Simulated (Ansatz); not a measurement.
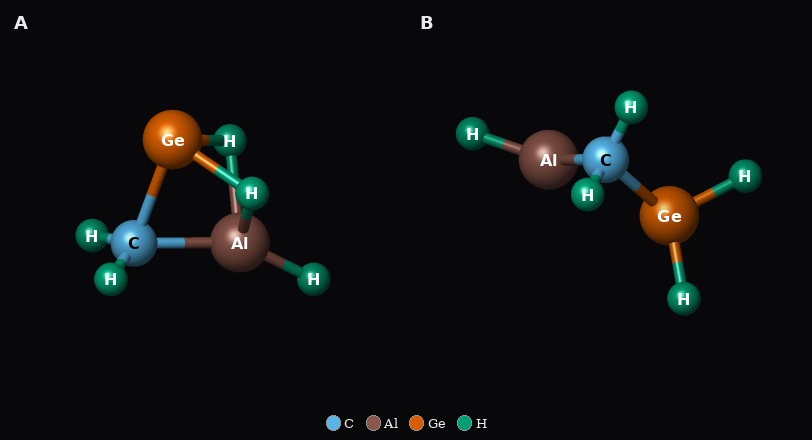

2 stationary structures of one formula. Geometries: PBE-D4/def2-SVP. Electronic energies: PBE-D4/def2-SVP (Ansatz 0.2.0), without zero-point energy. No frequency run is at hand to confirm each as a minimum. Each is one conformer, not always the lowest.

Which is lowest in energy, and by how much?

Answer. A is lowest (Cs); B lies 16.7 kcal/mol above it (Cs).
